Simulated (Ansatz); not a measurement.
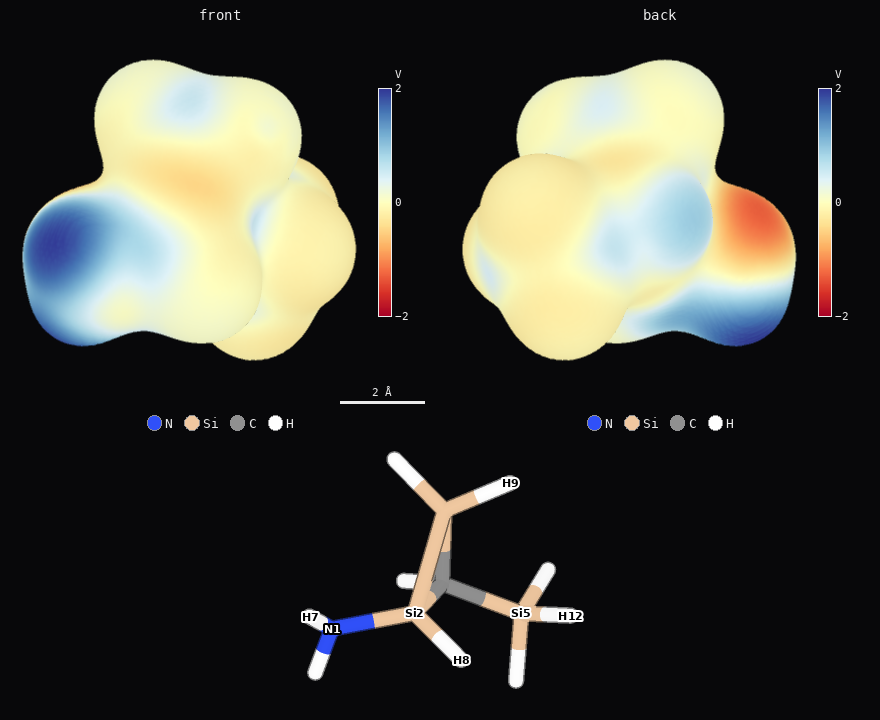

The picture shows: CH9NSi3 (SMILES N[SiH]1[SiH2]C1[SiH3]). The electrostatic potential painted on the density surface at 0.002 e/bohr³, seen from the front and from behind; red is negative and blue positive. The bare structure is drawn below in the same view.

These are results of RKS PBE-D4/6-31G* (Ansatz), not measurements.

```yaml
atoms:
  - { symbol: N, position_ang: [-1.9634, 1.8374, 0.4186] }
  - { symbol: Si, position_ang: [-0.9803, 0.4569, 0.8323] }
  - { symbol: Si, position_ang: [1.2569, 0.7787, 0.9269] }
  - { symbol: C, position_ang: [0.2771, -0.0528, -0.5151] }
  - { symbol: Si, position_ang: [0.5692, -1.8738, -0.8139] }
  - { symbol: H, position_ang: [-2.7911, 1.6794, -0.1603] }
  - { symbol: H, position_ang: [-2.1804, 2.4961, 1.1676] }
  - { symbol: H, position_ang: [-1.6353, -0.7135, 1.5132] }
  - { symbol: H, position_ang: [2.1983, -0.1140, 1.6748] }
  - { symbol: H, position_ang: [1.8519, 2.1166, 0.6173] }
  - { symbol: H, position_ang: [0.2394, 0.5438, -1.4403] }
  - { symbol: H, position_ang: [0.6000, -2.6046, 0.4988] }
  - { symbol: H, position_ang: [1.8808, -2.1300, -1.5040] }
  - { symbol: H, position_ang: [-0.5209, -2.4882, -1.6503] }
```

Question: Which sites attract a positive test charge, and which a negative one?

Answer: A positive charge is drawn to the negative regions and a negative charge to the positive ones. The most negative region (about −1.2 V) lies over N1, the most positive (about +1.9 V) over H6 and H7. N1 is the likeliest acceptor of a hydrogen bond.
